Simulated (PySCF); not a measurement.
C5H11Al

The calculation's input:

```
{"job": {"kind": "nmr", "xc": "PBE0", "basis": "pcSseg-1"}, "charge": 0, "multiplicity": 1}
C      1.901777     0.803949     0.197266
C      1.640702    -0.362778     0.884948
C      1.569992    -1.674472     0.298283
Al     0.160268    -0.527149    -0.701450
C     -1.634385    -0.208705     0.040681
C     -2.217897     1.175409    -0.250951
H      2.454638     0.794802    -0.747748
H      1.766784     1.772373     0.682690
H      1.171519    -0.247816     1.872236
H      2.301384    -1.916947    -0.482927
H      1.326170    -2.505458     0.964304
H      0.573055    -0.365949    -2.226213
H     -2.309586    -0.989065    -0.357789
H     -1.606124    -0.389122     1.130746
H     -2.263413     1.381980    -1.333100
H     -3.242708     1.293408     0.140367
H     -1.608616     1.977483     0.197584
```

Launched as:

```sh
OMP_NUM_THREADS=1 python probes_run.py task.json out
```

Geometry: PBE0-D3(BJ)/def2-SVP.

Level of theory: PBE0/pcSseg-1, SCF density, gas phase, non-relativistic in PySCF.

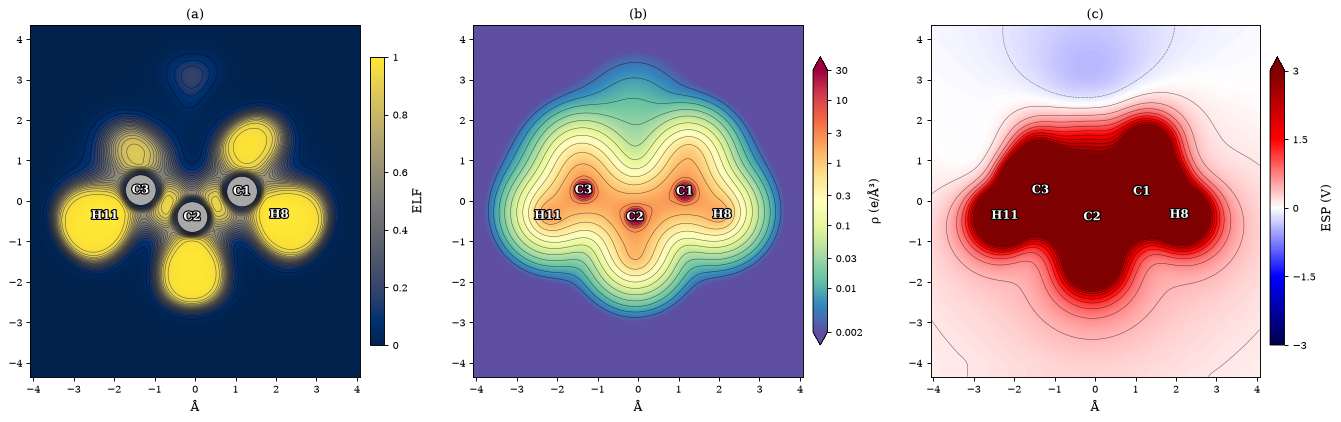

Figure 1. (a) electron localisation function; (b) electron density; (c) molecular electrostatic potential on the plane of atoms C1, C2 and C3. Grey discs cover the atomic cores in the ELF map.

**What does the map show?**

The section cuts through C and H sites. C–C (1.38 Å): the density is about 2.1 e/Å³ at the midpoint; the ELF peaks at about 0.95 between the atoms, as expected for a covalent bond. C–H (1.09 Å): ρ at the midpoint is about 2 e/Å³; the ELF climbs to about 1 towards the hydrogen, as it does in any bond to H (a covalent bond by its length). C–C (1.44 Å): ρ at the midpoint is about 1.9 e/Å³; the ELF peaks at about 0.95 between the atoms (localised, covalent bonding). Outside the dense part of the molecule the potential is most negative (−0.4 V) near H12, which lies off the plane.

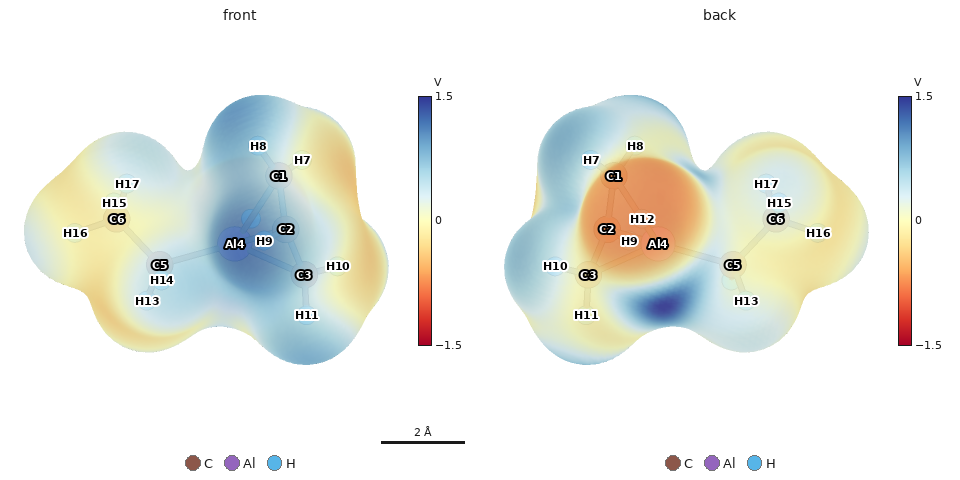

Figure 2. The electrostatic potential painted on the density surface at 0.002 e/bohr³, seen from the front and from behind; red is negative and blue positive.

**Where is the surface potential most negative and most positive?**

The most negative region (about −0.7 V) lies over H12, the most positive (about +1.4 V) over Al4.
